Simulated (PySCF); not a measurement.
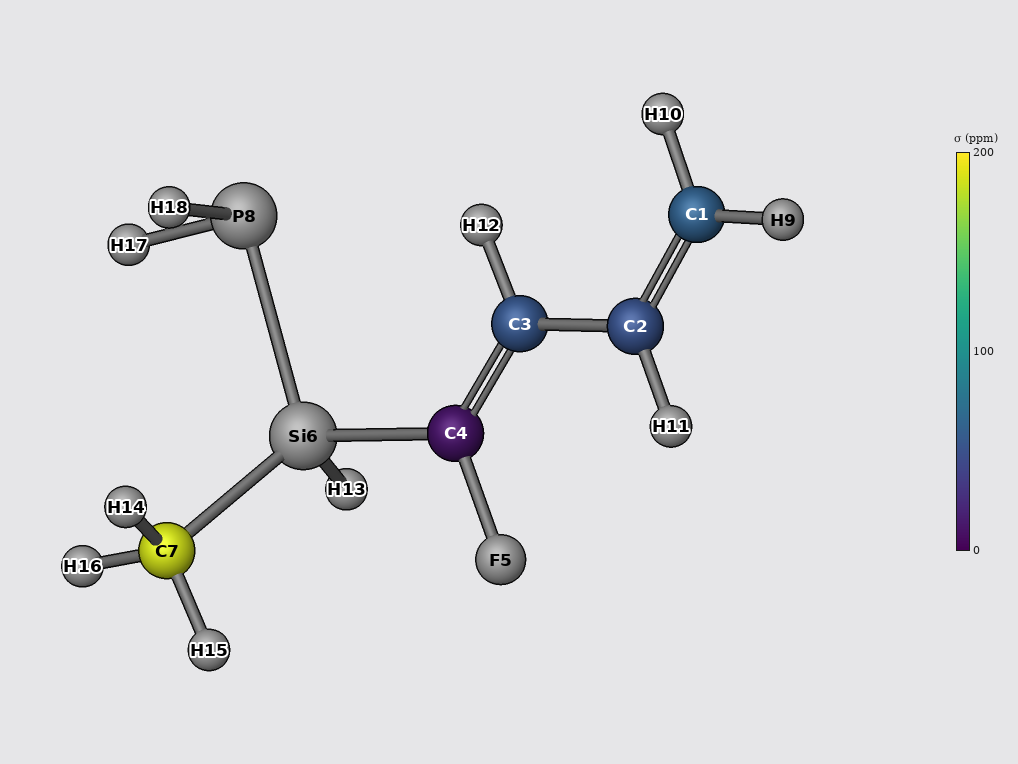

Atoms are coloured by their isotropic NMR shieldings (C only, the others grey). Computed geometry: GFN2-xTB optimisation. No frequency run is at hand to confirm it as a minimum. Level of theory: GIAO PBE0/pcSseg-1 NMR shielding, non-relativistic, gas phase (PySCF 2.14.0).

> Which C atom is the most shielded (lowest chemical shift)?

C7 (186.3 ppm).

> Which C atom is the least shielded (highest chemical shift)?

C4 (11.7 ppm).

> How wide is the range of C shifts?

174.6 ppm.

List the isotropic NMR shieldings of the C atoms.

| atom | σ (ppm) |
| --- | --- |
| C1 | 61.9 |
| C2 | 51.2 |
| C3 | 54.0 |
| C4 | 11.7 |
| C7 | 186.3 |

The geometry is semi-empirical. Around P, Si such bond lengths and angles can be off by a tenth of an ångström or more and by several degrees, and values that hang on the shape move with them.
